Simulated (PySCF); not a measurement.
C$_{6}$H$_{8}$O$_{3}$ (SMILES CC1=COC=C(CO)O1)

```xyz
17

C     2.6417    0.1349   -0.7649
C     1.3890   -0.0815    0.0123
C     1.3329   -0.4473    1.2832
O     0.1584   -0.6319    1.9996
C    -0.9586   -0.2692    1.2681
C    -0.9301    0.0912   -0.0054
C    -2.1354    0.4830   -0.8147
O    -3.3539    0.1384   -0.2153
O     0.2429    0.1484   -0.7539
H     2.6823    1.1649   -1.1164
H     3.5102   -0.0743   -0.1495
H     2.6470   -0.5150   -1.6386
H     2.2058   -0.6268    1.8849
H    -1.8618   -0.2911    1.8519
H    -2.1569    1.5708   -0.9372
H    -2.0329    0.0355   -1.8151
H    -3.3877   -0.8179   -0.0987
```

Geometry: GFN2-xTB, NEB image 0 of 0 to 8.

Level of theory: PySCF 2.14.0, PBE0/pcSseg-1, SCF density, gas phase, non-relativistic.

Q: What can the converged electron density and electron localisation function tell about the bonding?

A: C–C (1.32 Å): ρ at the midpoint is about 2.3 e/Å³; the ELF peaks at about 0.95 between the atoms: a multiple bond.
C–O (1.38 Å): the density is about 2.2 e/Å³ at the midpoint, with its minimum of 1.9 e/Å³ about 0.5 Å from C; the ELF peaks at about 0.90 between the atoms: a shared but strongly polarised pair.
C–C (1.49 Å): the density is about 1.8 e/Å³ at the midpoint; the ELF peaks at about 0.95 between the atoms, as expected for a shared electron pair.
C–H (1.08 Å): ρ is about 2.1 e/Å³ halfway; the ELF climbs to about 1 towards the hydrogen, as it does in any bond to H: a covalent bond by its length.

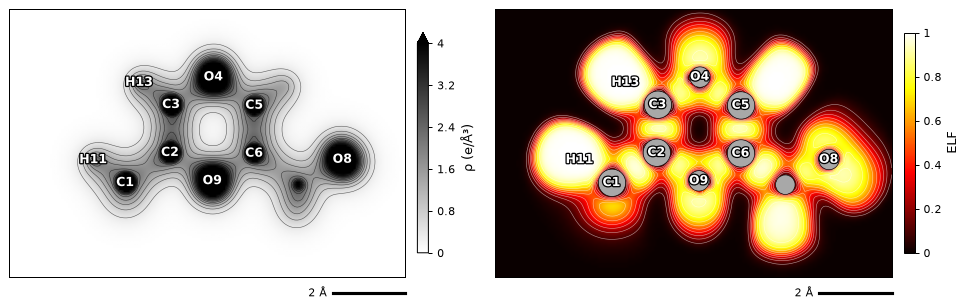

Computed electron density and electron localisation function on the plane of atoms C1, C2 and O9, in this order. Grey discs cover the atomic cores in the ELF map. 
